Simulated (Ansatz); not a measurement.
FH2OSi (SMILES [O-][SiH2]F) (charge −1)

Input file:

```
crystal:
  periodic: [false, false, false]
  atoms:
    - {symbol: O, position_ang: [-1.267226, 0.657100, 0.846177]}
    - {symbol: Si, position_ang: [-0.103732, 0.048774, 0.021626]}
    - {symbol: F, position_ang: [1.214450, -0.452643, 0.876092]}
    - {symbol: H, position_ang: [-0.412071, -1.219986, -0.757208]}
    - {symbol: H, position_ang: [0.568579, 0.966755, -0.986688]}
basis:
  gaussian: {orbitals: "def2-TZVPPD.json"}
total_charge: -1
hamiltonian: {xc: pbe0, dispersion: d4}
output: {orbitals: {seedname: orbitals}}
```

Run with:

```sh
ansatz run in.yaml --threads 2 --pin off --events-out ev --progress --plain --max-ram 4352MiB
```

Geometry: PBE0-D4/def2-TZVPD.

All numbers below come from RKS PBE0-D4/def2-TZVPPD in Ansatz.

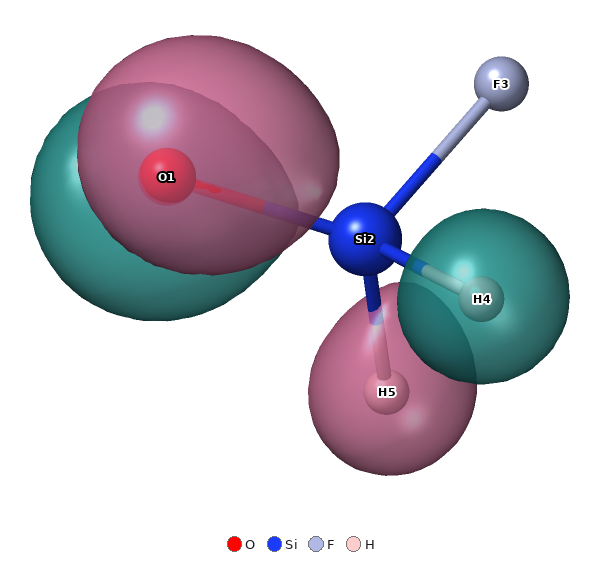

Figure 1. The HOMO at ±0.15 Å⁻³ᐟ² (teal and pink are the two phases), seen at an oblique angle.

**Where does this orbital lie, and at what energy?**

Its weight (Hirshfeld) is mainly on O1 (about 65 %), Si2 (about 15 %), H4 (about 10 %) and H5 (about 10 %). Its energy is −1.58 eV.

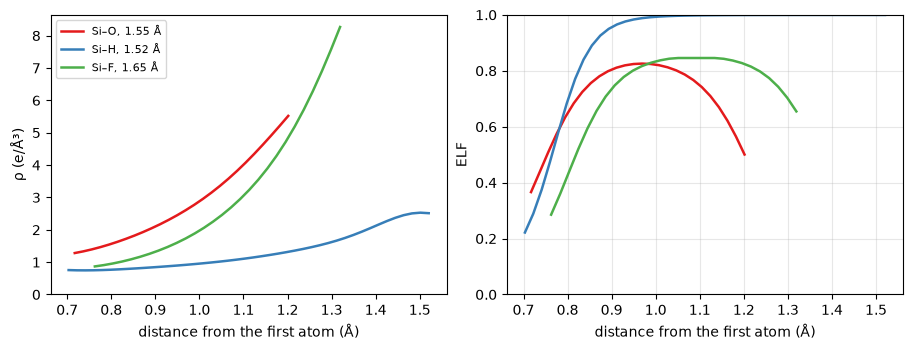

Figure 2. Electron density and electron localisation function along straight lines between neighbouring atoms. The curves leave out the atomic cores.

**What can be read from the curves?**

Si–O (1.55 Å): ρ at the midpoint is about 1.5 e/Å³; the ELF peaks at about 0.85 between the atoms, as expected for a polar covalent bond.
Si–H (1.52 Å): the density is about 0.75 e/Å³ at the midpoint; the ELF climbs to about 1 towards the hydrogen, as it does in any bond to H.
Si–F (1.65 Å): ρ at the midpoint is about 1 e/Å³; the ELF peaks at about 0.85 in the valence shell of F, 0.6 Å from its nucleus, and is about 0.50 at the midpoint.

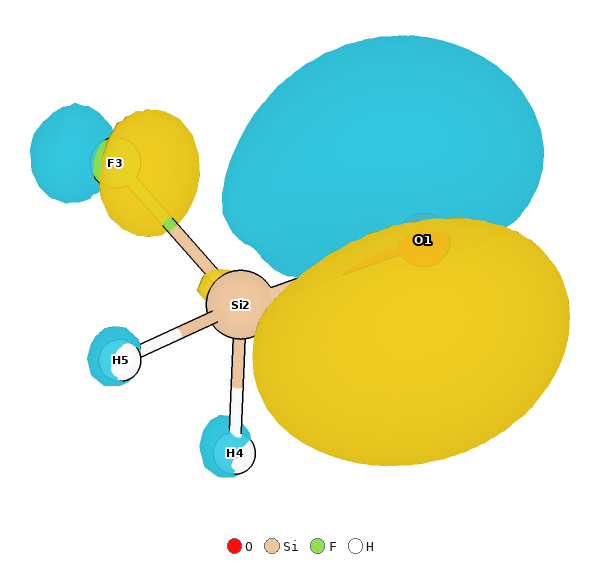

Figure 3. The HOMO−1 at ±0.1 Å⁻³ᐟ² (yellow and cyan are the two phases), seen at a tilt.

**Describe this orbital and give its energy.**

Its weight (Hirshfeld) is mainly on O1 (about 75 %) and Si2 (about 20 %). Its energy is −2.01 eV.
